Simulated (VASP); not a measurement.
Band structure of SrTiO3 (cubic perovskite). Level of theory: optB86b-vdW, VASP's PBE PAW potentials (set 64) (plane waves; VASP 6.6.1).

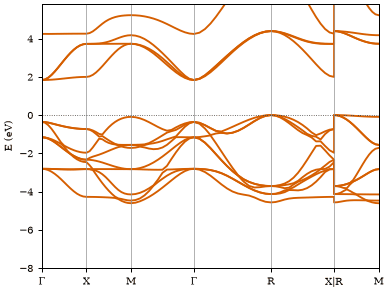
Figure. Bands along high-symmetry lines, zero at the valence-band maximum or, without a gap, the Fermi level

Task: Read the plot: is there a gap, and where are the band edges?

Result: The gap is indirect, 1.83 eV, from the valence maximum at R to the conduction minimum at Γ. (Edges off the drawn lines would not show.)

Measured: gap 3.59 eV (computed value off by -1.76 eV), as given by Anna Miglio et al., npj Computational Materials (2020), arXiv:2011.12765 [zero-point renormalisation of 336 meV (experimental, the table's column) added back].

The compound is SrTiO3 in the cubic perovskite structure, the ideal cubic form; the compound distorts at low or room temperature. It was relaxed first.
